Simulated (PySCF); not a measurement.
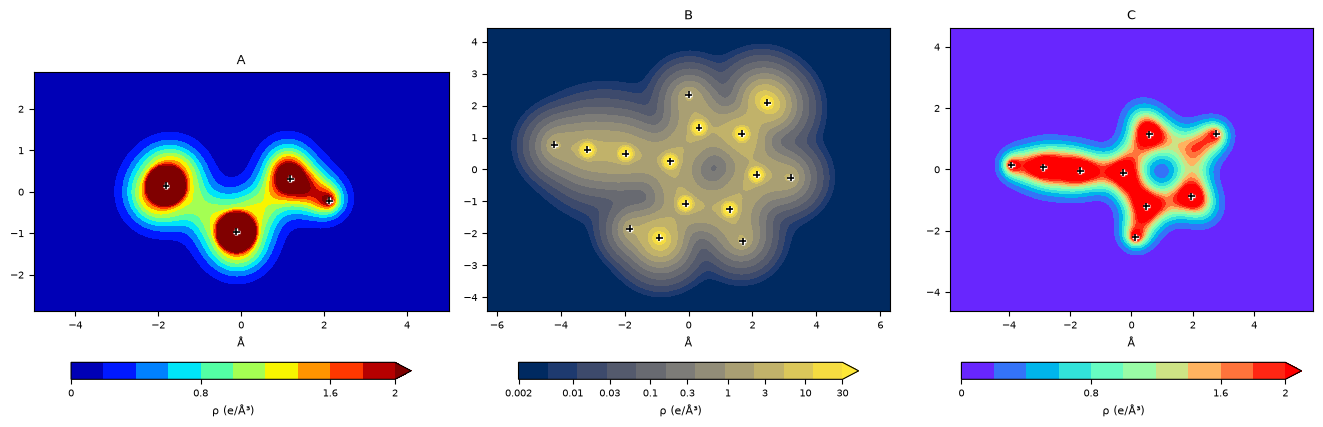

The electron density of 3 systems, each on a plane through atoms (crosses mark nuclei in the plane).

All numbers below come from PBE0/pcSseg-1, SCF density, gas phase, non-relativistic in PySCF 2.14.0.

System 1: C9H8, the plane of atoms C4, C3 and C7. Geometry: GFN2-xTB.

```xyz
17

C     3.2196    0.1395    0.9553
C     2.1028   -0.1280    0.6022
C     0.7767   -0.4071    0.2324
C     0.3309   -1.4259   -0.5012
C    -1.1516   -1.3751   -0.6969
C    -1.6149   -0.3237    0.3235
C    -0.3597    0.5193    0.6350
C    -0.3022    1.7269   -0.1683
C    -0.2537    2.6991   -0.8642
H     4.2027    0.3600    1.2465
H     0.9408   -2.2001   -0.9340
H    -1.3796   -1.0642   -1.7214
H    -1.6225   -2.3463   -0.5351
H    -1.9518   -0.8171    1.2364
H    -2.4295    0.2928   -0.0540
H    -0.3014    0.7993    1.6921
H    -0.2137    3.5626   -1.4583
```

System 2: C2H6S2 (dimethyl disulfide), the plane of atoms C1, S2 and S3. Geometry: GFN2-xTB.

```xyz
10

C    -1.8495   -0.2359    0.4941
S    -0.3847   -0.6544    1.5013
S     0.8880    0.8648    1.0764
C     1.8079    0.2192   -0.3632
H    -2.1716    0.7719    0.7347
H    -1.6086   -0.3241   -0.5609
H    -2.6171   -0.9530    0.7634
H     2.5852    0.9448   -0.5758
H     1.1408    0.1251   -1.2145
H     2.2451   -0.7398   -0.1061
```

System 3: C7H5NO2 (SMILES C#Cc1c[n+]([O-])ccc1O), the molecular plane. Geometry: GFN2-xTB.

```
atom    x (Å)    y (Å)    z (Å)
   C   3.1485   0.6664  -0.1436
   C   1.9576   0.5301  -0.0658
   C   0.5683   0.2610   0.0023
   C  -0.3305   1.2729   0.2917
   N  -1.6611   1.0551   0.3650
   O  -2.4546   1.9926   0.6297
   C  -2.1178  -0.2032   0.1446
   C  -1.2771  -1.2482  -0.1463
   C   0.0978  -1.0437  -0.2265
   O   0.9176  -2.0777  -0.5146
   H   4.1813   0.8425  -0.1994
   H  -0.0081   2.2867   0.4731
   H  -3.1876  -0.3205   0.2156
   H  -1.6741  -2.2354  -0.3156
   H   1.8355  -1.7706  -0.5323
```

Match each panel to its system.

Panel A is system 2, C2H6S2: the plane holds C, S and H. C–S (1.83 Å): ρ at the midpoint is about 1.2 e/Å³. Panel B is system 3, C7H5NO2: the plane holds C, N, O and H. C–C (1.20 Å): ρ is about 2.7 e/Å³ halfway. Panel C is system 1, C9H8: the plane holds C and H. C–C (1.20 Å): the density is about 2.7 e/Å³ at the midpoint.
